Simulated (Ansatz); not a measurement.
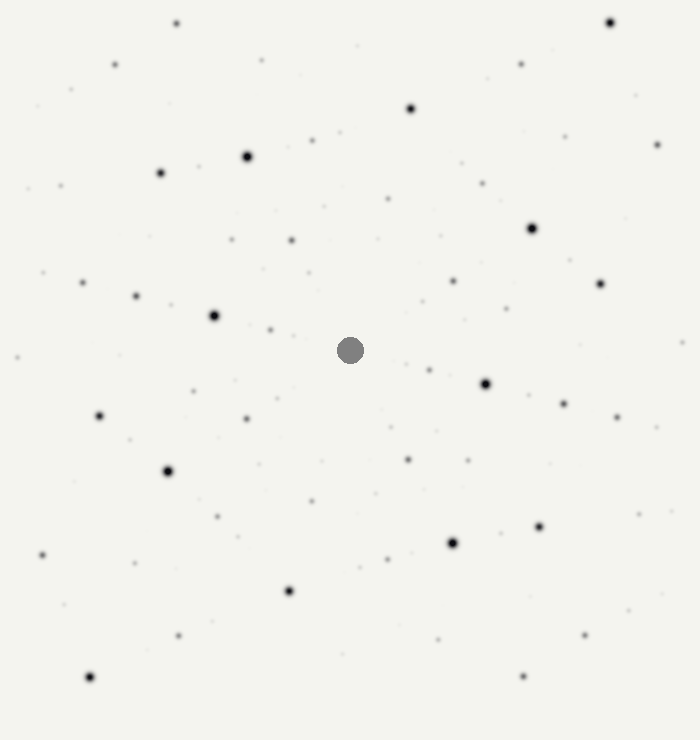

Simulated back-reflection Laue pattern (white X-rays, 0.45 to 2.2 Å, flat plate covering ±45° about the beam, kinematic intensities, seen from the source).

**Which symmetry elements lie along the beam?**

2mm: a twofold axis with two mirror lines.

The crystal is Be, space group P6_3/mmc (No. 194), a = 2.27 Å, c = 3.55 Å (hexagonal axes). Structure: the input geometry of an electronic-structure calculation (not necessarily at equilibrium).

The direction [100] points towards the source.
